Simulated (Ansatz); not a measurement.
Relaxed ZnS (zinc blende):

```yaml
crystal:
  lattice:
    - [0.00000, 2.72175, 2.72175]
    - [2.72175, 0.00000, 2.72175]
    - [2.72175, 2.72175, 0.00000]
  atoms:
    - { symbol: S, position: [0.75000, 0.75000, 0.75000] }
    - { symbol: Zn, position: [0.00000, 0.00000, 0.00000] }
```

A phonon eigenvector at Γ is frozen into this cell: atom i moves by Q times the vector below, so Q is the largest atomic displacement, in Å. The cell is held. It is one choice among 3 degenerate patterns.

```json
[
 {"atom": "S1", "x": "0.000", "y": "0.000", "z": "-1.000"},
 {"atom": "Zn2", "x": "0.000", "y": "0.000", "z": "0.490"}
]
```

Calculation: PBE (plane waves to 420 eV, PAW, scalar-relativistic; Ansatz, an electronic-structure program). k mesh 10×10×10 (Γ-centred), Fermi-Dirac smearing 0.05 eV. The energy includes the smearing's −TS. The PAW data are Ansatz's earlier set. ZnS was relaxed with its symmetry unable to fall. ΔE is measured from the undisplaced structure.

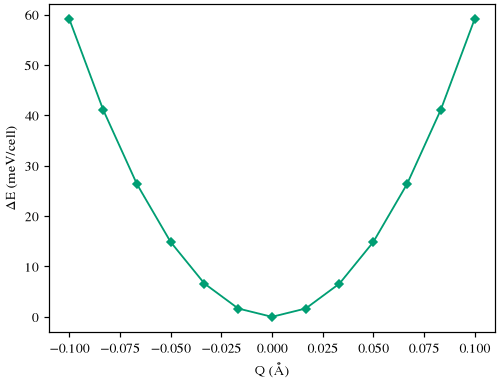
Fig. 1. ΔE (meV/cell) against Q (Å); computed points joined by lines.

Q: What is the energy change at Q = 0.100 Å?

A: About 59 meV/cell.

Q: What harmonic wavenumber does the curvature at Q = 0 give?

A: About 260 cm⁻¹.

(For displaced atoms, the force is minus the slope of the energy, and its curvature is a force constant, which sets phonon frequencies.)
